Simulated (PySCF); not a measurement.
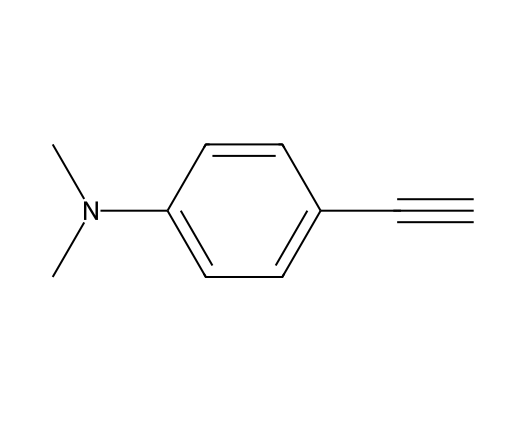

The drawing above gives the connectivity. Computed geometry: PBE0-D3(BJ)/def2-SVP optimisation. No frequency run is at hand to confirm it as a minimum.

Describe the 3D structure.

It has 22 atoms: 10 carbon, 11 hydrogen and 1 nitrogen (C₁₀H₁₁N). As SMILES it reads `C#Cc1ccc(N(C)C)cc1`. Independent rings (smallest set): 1 of 6 members, 1 of them aromatic. Among its groups: alkyne. Coordination: 2 C linear; 6 C trigonal planar; 1 N trigonal planar; 2 C tetrahedral.

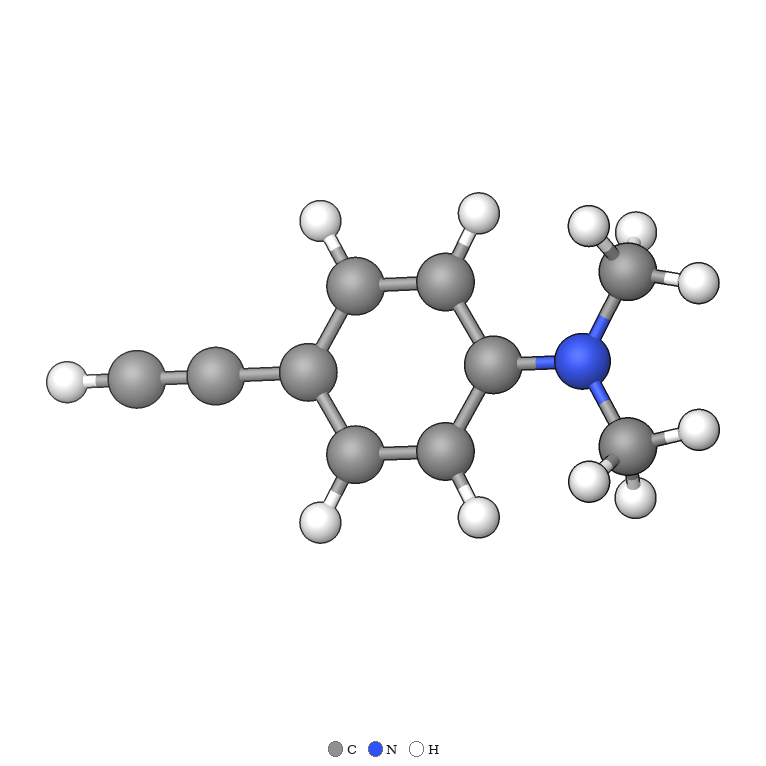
